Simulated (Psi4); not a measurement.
# ZnH2 (SMILES [H][Zn][H]): SCS-MP2/def2-TZVP

Aim: the energy difference between two shapes of ZnH2 at SCS-MP2/def2-TZVP, from 2 runs. 

The results are computed with Psi4 1.11.

4 further runs of the same task are left out: 4 that didn't finish.

## Step 1: The system as given

ZnH2: 3 atoms, total charge 0, spin state singlet. SMILES: `[H][Zn][H]`. The shape comes from GFN2-xTB, which is rough for such elements, and wasn't checked as a minimum.

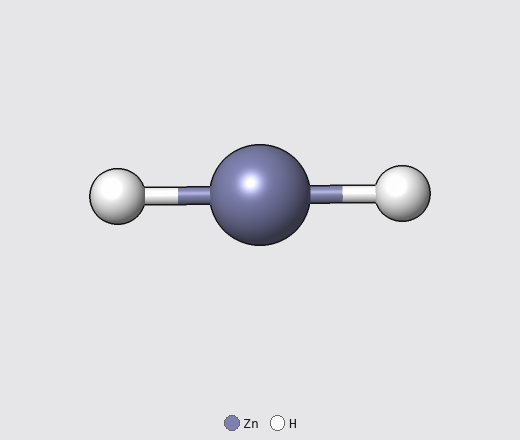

Viewed from a chosen angle; zinc blue, hydrogen white.

## Step 2: A single-point energy at SCS-MP2/def2-TZVP

File calc.in:

```
memory 1600 mb

molecule {
  0 1
  Zn     0.000210     0.000120    -0.000080
  H     -0.018120    -0.022340     1.498900
  H      0.017920     0.022220    -1.498820
}

set basis def2-TZVP
set scf_type pk
set mp2_type conv

energy('scs-mp2')
```

Started as:

```sh
$ psi4 -n 1 calc.in calc.out
```

calc.out, shortened:

```text
[...]
  Running in cs symmetry.
[...]
  Nuclear repulsion =   21.355811379207459
[...]
  Multiplicity = 1
[...]
  Nalpha       = 16
  Nbeta        = 16
[...]
    Number of basis functions: 60
[...]
   @RHF iter   1: -1776.96362869236327   -2.02908e+00   7.91454e-02 ADIIS/DIIS
[...]
   @RHF iter  11: -1778.92643918214094   -6.82121e-12   6.21781e-09 DIIS
[...]
    Orbital Energies [Eh]
    ---------------------
    Doubly Occupied:
       1Ap  -353.328479     2Ap   -44.392003     3Ap   -38.956500
       1App  -38.956500     4Ap   -38.953076     5Ap    -5.666543
       6Ap    -3.870356     2App   -3.870356     7Ap    -3.868824
       3App   -0.815222     8Ap    -0.815222     9Ap    -0.814044
      10Ap    -0.808037     4App   -0.808037    11Ap    -0.468622
      12Ap    -0.402965
[...]
  @RHF Final Energy: -1778.92643918214094
   => Energetics <=
    Nuclear Repulsion Energy =             21.3558113792074593
    One-Electron Energy =               -2526.9749263976214024
    Two-Electron Energy =                 726.6926758362732244
    Total Energy =                      -1778.9264391821407116
[...]
 Multipole Moments:
 ------------------------------------------------------------------------------------
     Multipole            Electronic (a.u.)      Nuclear  (a.u.)        Total (a.u.)
 ------------------------------------------------------------------------------------
 L = 1.  Multiply by 2.5417464519 to convert [e a0] to [Debye]
 Dipole X            :         -0.0012241            0.0006922           -0.0005318
 Dipole Y            :         -0.0004327            0.0002317           -0.0002010
 Dipole Z            :          0.0000000            0.0000000            0.0000000
 Magnitude           :                                                    0.0005685
[...]
	SCS-MP2 Total Energy (a.u.)        : -1779.57049401447625
	SOS-MP2 Total Energy (a.u.)        : -1779.49069515974656
	SCSN-MP2 Total Energy (a.u.)       : -1779.34777713511380
[...]
	SOS-PI-MP2 Total Energy (a.u.)     : -1779.58473782268084
[...]
	MP2 Total Energy (a.u.)            : -1779.63604906100136
[...]
```

It took 2.5 s on 1 thread of Intel Xeon 6975P-C (Granite Rapids), shared host; peak memory 0.24 GiB.

## Step 3: The distorted shape at the same level

File job.in:

```
memory 1.6 GB

molecule mol {
  0 1
  Zn
  H 1 r2
  H 1 r3 2 a3

  r2 = 1.686693
  r3 = 1.577973
  a3 = 159.49552
}

set {
  basis    def2-TZVP
  scf_type pk
  mp2_type conv
}

energy("scs-mp2")
print_variables()
```

Started as:

```sh
$ psi4 job.in job.out -n 1
```

job.out, shortened:

```text
[...]
  Running in cs symmetry.
[...]
  Nuclear repulsion =   19.637390621481565
[...]
  Multiplicity = 1
[...]
  Nalpha       = 16
  Nbeta        = 16
[...]
    Number of basis functions: 60
[...]
   @RHF iter   1: -1776.92560938760562   -2.12388e+00   7.93155e-02 ADIIS/DIIS
[...]
   @RHF iter  12: -1778.92344603253241   -2.27374e-13   6.35136e-09 DIIS
[...]
    Orbital Energies [Eh]
    ---------------------
    Doubly Occupied:
       1Ap  -353.336385     2Ap   -44.396974     1App  -38.962088
       3Ap   -38.961970     4Ap   -38.958410     5Ap    -5.671873
       2App   -3.877320     6Ap    -3.877257     7Ap    -3.873156
       8Ap    -0.822287     3App   -0.822278     9Ap    -0.815220
      10Ap    -0.814256     4App   -0.814019    11Ap    -0.458917
      12Ap    -0.386983
[...]
  @RHF Final Energy: -1778.92344603253241
   => Energetics <=
    Nuclear Repulsion Energy =             19.6373906214815648
    One-Electron Energy =               -2523.4228839791285282
    Two-Electron Energy =                 724.8620473251143039
    Total Energy =                      -1778.9234460325324108
[...]
 Multipole Moments:
 ------------------------------------------------------------------------------------
     Multipole            Electronic (a.u.)      Nuclear  (a.u.)        Total (a.u.)
 ------------------------------------------------------------------------------------
 L = 1.  Multiply by 2.5417464519 to convert [e a0] to [Debye]
 Dipole X            :          0.9367467           -0.5336932            0.4030535
 Dipole Y            :          0.3773110           -0.2015039            0.1758071
 Dipole Z            :          0.0000000            0.0000000            0.0000000
 Magnitude           :                                                    0.4397275
[...]
	SCS-MP2 Total Energy (a.u.)        : -1779.56200953577991
	SOS-MP2 Total Energy (a.u.)        : -1779.48332870964850
	SCSN-MP2 Total Energy (a.u.)       : -1779.33888079450526
[...]
	SOS-PI-MP2 Total Energy (a.u.)     : -1779.57664248916785
[...]
	MP2 Total Energy (a.u.)            : -1779.62605740852291
[...]
```

It took 2.8 s on 1 thread of Intel Xeon 6975P-C (Granite Rapids), shared host; peak memory 0.24 GiB.

## Step 4: Outcome

At SCS-MP2/def2-TZVP:

| quantity | value |
| --- | --- |
| first shape: total energy | -1779.57049 Eh |
| first shape: HOMO energy (Hartree–Fock orbitals) | -10.97 eV |
| first shape: LUMO energy (Hartree–Fock orbitals) | 1.54 eV |
| first shape: HOMO–LUMO gap (Hartree–Fock orbitals) | 12.51 eV |
| first shape: correlation energy | -644.1 mEh |
| distorted shape: total energy | -1779.56201 Eh |
| distorted shape: HOMO energy (Hartree–Fock orbitals) | -10.53 eV |
| distorted shape: LUMO energy (Hartree–Fock orbitals) | 1.24 eV |
| distorted shape: HOMO–LUMO gap (Hartree–Fock orbitals) | 11.77 eV |
| distorted shape: correlation energy | -638.6 mEh |
| energy change with the atoms displaced | 0.231 eV |

With the atoms displaced the energy rises by 0.23 eV (22.3 kJ/mol). The first shape isn't relaxed at this level, so the change isn't measured from a minimum.
